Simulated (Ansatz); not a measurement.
Abstraction of Br: C2H5BrSi + GeH2Br → C2H5Si + GeH2Br2

Species: C2H5BrSi `C=C[SiH2]Br`, singlet; GeH2Br `[GeH2][Br]`, doublet; C2H5Si `C=C[SiH2]`, doublet; GeH2Br2 `[Br][GeH2][Br]`, singlet. A radical takes Br: the energy is the difference in strength between the Si–Br bond broken and the Ge–Br bond made.

Shapes, held fixed at every level: PBE0-D4/def2-TZVP. Flexible molecules stand in one conformer, not always the lowest. Programs: Ansatz 0.2.0. The zero-point and thermal change to 298 K, harmonic and unscaled (PBE0-D4/def2-TZVP), is -1.5 kJ/mol.

| level | kind | ΔH(298 K) (kJ/mol) |
| --- | --- | --- |
| HF/def2-SVP | Hartree–Fock | +33.5 |
| PBE-D4/def2-TZVPP | GGA | +37.8 |
| B3LYP-D4/def2-TZVPP | global hybrid | +43.2 |
| BHLYP-D4/def2-TZVPP | global hybrid | +44.6 |
| r2SCAN0-D4/def2-TZVPP | global hybrid | +39.4 |
| wB97M-V/def2-TZVPP | range-separated hybrid | +54.2 |
| wB97X-V/def2-TZVPP | range-separated hybrid | +45.4 |
| B2PLYP/def2-TZVPP | double hybrid | +44.9 |

B2PLYP/def2-TZVPP gives ΔH(298 K) = +44.9 kJ/mol; the levels span +33.5 to +54.2. The median of the levels is +43.9. No measured value is set beside it here. Spin contamination: C2H5Si (⟨S²⟩ up to 0.90). Open shells run unrestricted. Relativity is left out for Br, Ge. Outer-core shells of Br, Ge are correlated, in sets that cover them unevenly.

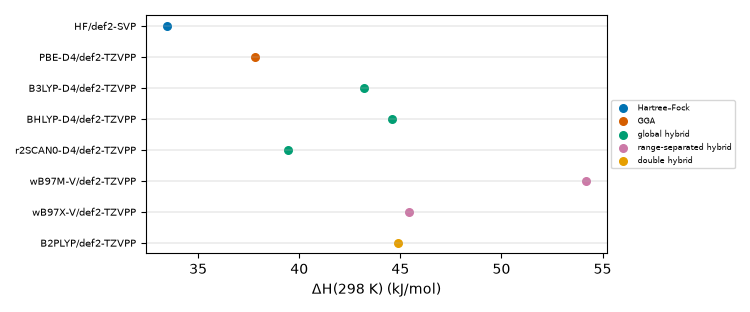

The values of the table, level by level.
